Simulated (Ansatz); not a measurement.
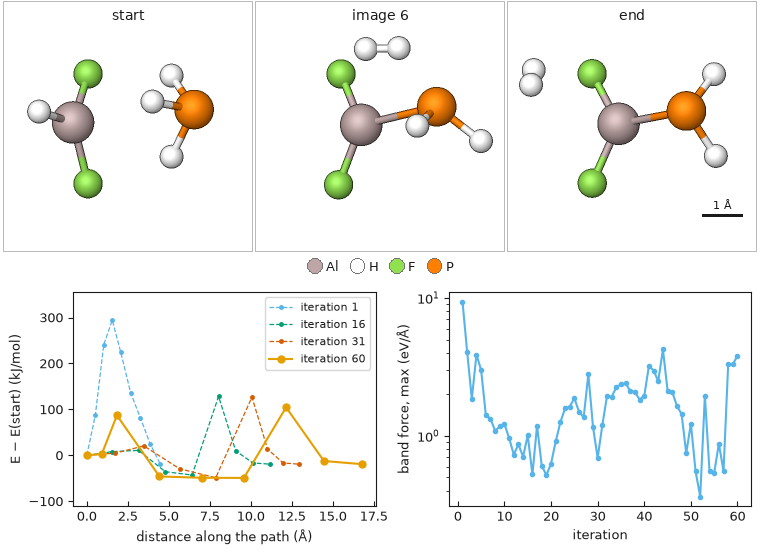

NEB run on AlPH4F2, made up at the start of AlHF₂ and PH₃. Images are numbered from 0 (start) to 8 (end). The plot follows the band through its iterations. Style: ball-and-stick. Shown from a free direction.

Theory: Ansatz, RKS B3LYP/6-31G*. Settings: 7 movable images; climbing image; force threshold 0.05 eV/Å; iteration limit 60; starting path through a guess of the saddle point.

Judge this run.

The result isn't final. The band hadn't converged when the run stopped after 60 iterations. The largest component of the band force went from 9.4 to 3.8 eV/Å. The barrier read from it is provisional: over the last two iterations the highest image moved from 112.1 kJ/mol to 104.5 kJ/mol. The first iteration put the highest image at 294.3 kJ/mol. The highest point, image 6, lies 104.5 kJ/mol above the start and 123.6 kJ/mol above the end; the end is at −19.1 kJ/mol relative to the start. Image 5 lies below both ends, at −49.1 kJ/mol, which may mean an intermediate minimum or an end that is no minimum.

Limits of the set-up: the start holds two separate molecules, 2.6 Å apart at their closest, whose relative position is a soft coordinate and is computed without a dispersion correction.

Cost: 20 min on 1 thread of AMD EPYC 7R43 64-Core Processor (Zen 3), with other jobs on the host, peak memory 0.18 GiB.
